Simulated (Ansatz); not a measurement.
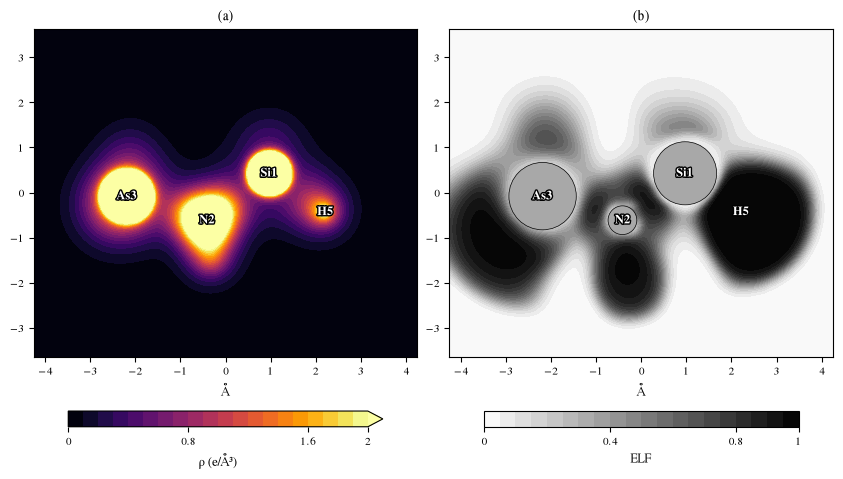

The picture shows: AsH6NSi. (a) total electron density; (b) electron localisation function on the plane of atoms N2, Si1 and H5. Grey discs cover the atomic cores in the ELF map.

All numbers below come from RKS r2SCAN-D4/def2-SVP in Ansatz.

```xyz
9

Si   -0.5472    0.6584   -0.8305
N     0.8782    0.2110    0.0549
As    0.9867   -1.0785    1.3821
H    -1.0905   -0.4516   -1.6801
H    -0.2041    1.8124   -1.7157
H    -1.6293    1.0476    0.1243
H     1.7911    0.5009   -0.2816
H    -0.2090   -0.5878    2.2024
H     0.1126   -2.1585    0.7271
```

What do the fields say about this system?

Answer.
- Atoms in the plane: Si, N, As and H.
- Si–N (1.74 Å): ρ is about 1 e/Å³ halfway; the ELF peaks at about 0.90 between the atoms, as expected for a polar covalent bond.
- As–N (1.85 Å): the density is about 0.98 e/Å³ at the midpoint; the ELF peaks at about 0.85 between the atoms: a polar covalent bond.
- Si–H (1.49 Å): the density is about 0.76 e/Å³ at the midpoint; the ELF climbs to about 1 towards the hydrogen, as it does in any bond to H.
- The ELF also peaks beside As3, away from the bonds: lone-pair regions.
